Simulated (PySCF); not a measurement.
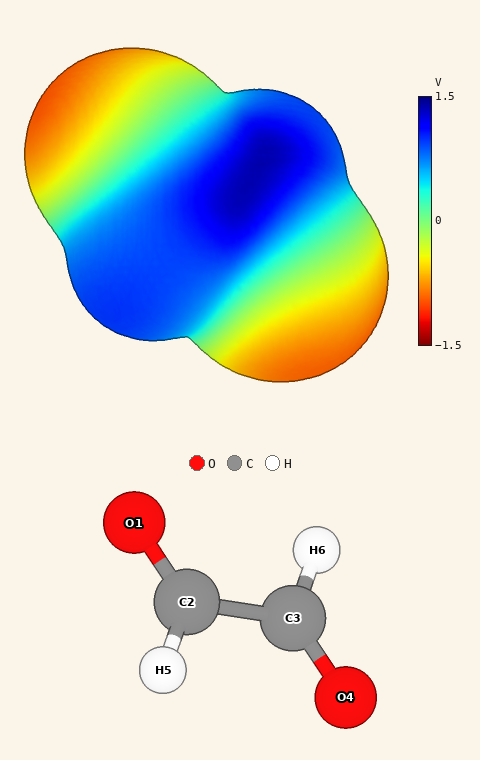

Figure 1: C2H2O2 (glyoxal). The electrostatic potential painted on the density surface at 0.001 e/bohr³, seen at a tilt; red is negative and blue positive. The bare structure is drawn below in the same view.

Geometry: GFN2-xTB.

Method: PySCF, PBE0/def2-SVPD, SCF density, gas phase.

```xyz
6

O     1.3933   -0.3163    0.9752
C     0.7568   -0.0568   -0.0048
C    -0.7559    0.0575   -0.0033
O    -1.3944    0.3193   -0.9813
H     1.2150    0.1216   -0.9935
H    -1.2117   -0.1234    0.9862
```

**Where is the surface potential most negative and most positive?**

The most negative region (about −1.0 V) lies over O1 and O4, the most positive (about +1.4 V) over the π face of C2 and C3.

**What dipole moment does the calculation give?**

Its dipole moment is zero.
